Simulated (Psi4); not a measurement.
# doublet [SiF2]+ at 4 levels

Wanted: a comparison of 4 runs (UBHLYP/def2-TZVP, UCAM-B3LYP/def2-TZVP, UM06-L/def2-TZVP, UPBE0/def2-TZVP) of doublet [SiF2]+. 

The calculation is run with Psi4 1.11.

**1. The system as given**

[SiF2]+: 3 atoms, total charge +1, spin state doublet. As SMILES of the parent species, `F[Si]F`. Geometry: relaxed at PBE0-D4/def2-TZVP. That shape belongs to the parent species and isn't relaxed for this state.

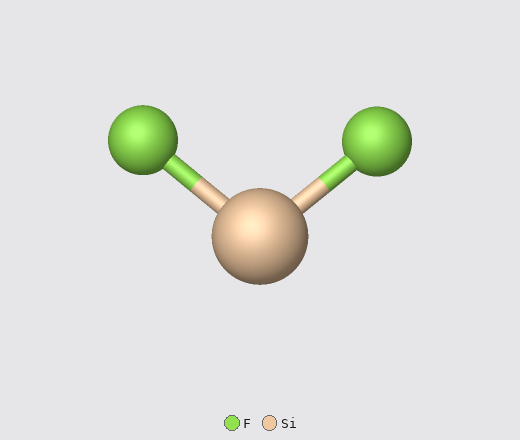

The structure, seen from a chosen angle (fluorine green, silicon light orange).

**2. Energy and forces at UBHLYP/def2-TZVP (run 1)**

run.py

```python
import psi4

psi4.set_memory('1600 MB')
psi4.set_num_threads(1)
psi4.set_output_file('run.log', False)

m = psi4.geometry("""
1 2
F      0.166300     1.246800     0.229400
Si    -0.594900    -0.046400    -0.330100
F      0.428600    -1.200400     0.100700
symmetry c1
""")

options = {'basis': 'def2-TZVP', 'reference': 'uks', 'puream': True, 'e_convergence': 1e-09, 'd_convergence': 1e-08, 'scf_type': 'pk', 'dft_radial_points': 99, 'dft_spherical_points': 590, 'maxiter': 100}
psi4.set_options(options)

E, wfn = psi4.gradient('BHHLYP', return_wfn=True)
print('gradient / Eh bohr^-1')
print(E.np.round(6))
print(f'energy = {wfn.energy():.10f} Eh')
```

On the command line:

```
python run.py
```

run.log:

```text
[...]
  Running in c1 symmetry.
[...]
  Nuclear repulsion =  100.658413605206476
[...]
  Multiplicity = 2
[...]
  Nalpha       = 16
  Nbeta        = 15
[...]
    Number of basis functions: 99
[...]
   @UKS iter   1:  -488.79277101226762   -1.92790e-01   5.38786e-03 DIIS/ADIIS
[...]
   @UKS iter  12:  -488.89955344143971   -1.55751e-11   6.02968e-09 DIIS
[...]
   @S^2 Observed:                7.539062901E-01
[...]
  @UKS Final Energy:  -488.89955344143971
   => Energetics <=
    Nuclear Repulsion Energy =            100.6584136052064764
    One-Electron Energy =                -870.6542296812610857
    Two-Electron Energy =                 302.5064346716193882
    DFT Exchange-Correlation Energy =     -21.4101720370045356
    Empirical Dispersion Energy =           0.0000000000000000
    VV10 Nonlocal Energy =                  0.0000000000000000
    Total Energy =                       -488.8995534414397071
[...]
  -Total Gradient:
     Atom            X                  Y                   Z
    ------   -----------------  -----------------  -----------------
       1        0.048032492214     0.033644810102     0.000000000000
       2       -0.100121860264    -0.006857934514    -0.000000000000
       3        0.052175984723    -0.026780950702     0.000000000000
[...]
```

Standard output:

```text
gradient / Eh bohr^-1
[[ 0.048032  0.033645  0.      ]
 [-0.100122 -0.006858 -0.      ]
 [ 0.052176 -0.026781  0.      ]]
energy = -488.8995534414 Eh
```

Wall time 13 s (1 thread of Intel Xeon 6975P-C (Granite Rapids), shared host); peak memory 0.79 GiB.

**3. Energy and forces at UCAM-B3LYP/def2-TZVP (run 2)**

f2si.dat

```
memory 1600 MB

molecule {
  1 2
  F      0.31426145     2.35611053     0.43350317
  Si    -1.12419807    -0.08768329    -0.62379859
  F      0.80993662    -2.26842724     0.19029542
  units au
  symmetry c1
}

set globals {
  reference uks
  puream true
  e_convergence 1e-09
  d_convergence 1e-08
  scf_type pk
  dft_radial_points 99
  dft_spherical_points 590
  maxiter 100
}

result, w = gradient("cam-b3lyp/def2-TZVP", return_wfn=True)
print_variables()
```

On the command line:

```
psi4 -i f2si.dat -o f2si.out -n 1
```

f2si.out:

```text
[...]
  Running in c1 symmetry.
[...]
  Nuclear repulsion =  100.658413757844158
[...]
  Multiplicity = 2
[...]
  Nalpha       = 16
  Nbeta        = 15
[...]
    Number of basis functions: 99
[...]
   @UKS iter   1:  -488.82441553366317   -1.69091e-01   5.59369e-03 DIIS/ADIIS
[...]
   @UKS iter  12:  -488.93312635955522   -1.27329e-11   6.26219e-09 DIIS
[...]
   @S^2 Observed:                7.527459982E-01
[...]
  @UKS Final Energy:  -488.93312635955522
   => Energetics <=
    Nuclear Repulsion Energy =            100.6584137578441585
    One-Electron Energy =                -870.5196705636187744
    Two-Electron Energy =                 312.2977662703988244
    DFT Exchange-Correlation Energy =     -31.3696358241794826
    Empirical Dispersion Energy =           0.0000000000000000
    VV10 Nonlocal Energy =                  0.0000000000000000
    Total Energy =                       -488.9331263595552173
[...]
  -Total Gradient:
     Atom            X                  Y                   Z
    ------   -----------------  -----------------  -----------------
       1        0.041300711001     0.024719182074    -0.000000000000
       2       -0.085456750972    -0.005852877423     0.000000000000
       3        0.044289606130    -0.018857168328     0.000000000000
[...]
```

It took 20 s on 1 thread of Intel Xeon 6975P-C (Granite Rapids), shared host; peak memory 0.88 GiB.

Run 3 isn't shown in full; the table further down has it.

**4. Energy and forces at UPBE0/def2-TZVP (run 4)**

f2si.py

```python
import psi4

psi4.set_memory(1600000000)
psi4.set_num_threads(1)
psi4.set_output_file('run.log', False)

m = psi4.geometry("""
1 2
F      0.166300     1.246800     0.229400
Si    -0.594900    -0.046400    -0.330100
F      0.428600    -1.200400     0.100700
units angstrom
symmetry c1
""")

psi4.set_options({
    'basis': 'def2-TZVP',
    'reference': 'uks',
    'puream': True,
    'e_convergence': 1e-09,
    'd_convergence': 1e-08,
    'scf_type': 'pk',
    'dft_radial_points': 99,
    'dft_spherical_points': 590,
    'maxiter': 100,
})

e_tot, wfn = psi4.gradient("pbe0", molecule=m, return_wfn=True)
print('gradient / Eh bohr^-1')
print(e_tot.np.round(6))
print(f'energy = {wfn.energy():.10f} Eh')
```

On the command line:

```
python f2si.py
```

run.log:

```text
[...]
  Running in c1 symmetry.
[...]
  Nuclear repulsion =  100.658413605206476
[...]
  Multiplicity = 2
[...]
  Nalpha       = 16
  Nbeta        = 15
[...]
    Number of basis functions: 99
[...]
   @UKS iter   1:  -488.55651379571009   -7.42525e-02   5.42442e-03 DIIS/ADIIS
[...]
   @UKS iter  12:  -488.65717509858604   -2.72848e-12   4.07590e-09 DIIS
[...]
   @S^2 Observed:                7.527425095E-01
[...]
  @UKS Final Energy:  -488.65717509858604
   => Energetics <=
    Nuclear Repulsion Energy =            100.6584136052064764
    One-Electron Energy =                -870.5541173046435688
    Two-Electron Energy =                 312.4436536716979163
    DFT Exchange-Correlation Energy =     -31.2051250708469219
    Empirical Dispersion Energy =           0.0000000000000000
    VV10 Nonlocal Energy =                  0.0000000000000000
    Total Energy =                       -488.6571750985860376
[...]
  -Total Gradient:
     Atom            X                  Y                   Z
    ------   -----------------  -----------------  -----------------
       1        0.040929372698     0.024045731549     0.000000000000
       2       -0.084622085613    -0.005795674751     0.000000000000
       3        0.043829871741    -0.018240674001     0.000000000000
[...]
```

Standard output:

```text
gradient / Eh bohr^-1
[[ 0.040929  0.024046  0.      ]
 [-0.084622 -0.005796  0.      ]
 [ 0.04383  -0.018241  0.      ]]
energy = -488.6571750986 Eh
```

It took 14 s on 1 thread of Intel Xeon 6975P-C (Granite Rapids), shared host; peak memory 0.79 GiB.

**5. The series**

```csv
run,level,properties,energy (Eh),HOMO energy (eV),LUMO energy (eV),⟨S²⟩,wall time
1,UBHLYP/def2-TZVP,–,-488.899553,-19.25,-12.81,0.754,13 s
2,UCAM-B3LYP/def2-TZVP,–,-488.933126,-19.26,-12.68,0.753,20 s
3,UM06-L/def2-TZVP,"(mayer, lowdin, dipole)",-488.929789,-16.54,-14.36,0.753,20 s
4,UPBE0/def2-TZVP,–,-488.657175,-17.88,-13.54,0.753,14 s
```

**6. Results**

| quantity | value |
| --- | --- |
| run 4: total energy | -488.65718 Eh |
| run 4: HOMO energy (highest over α and β) | -17.88 eV |
| run 4: LUMO energy (lowest over α and β) | -13.54 eV |
| run 4: ⟨S²⟩ | 0.753 |
| run 4: largest force on an atom | 4.362 eV/Å |

In words: Totals of different functionals can't be ranked against each other. All runs together took 67 s, the longest 20 s.
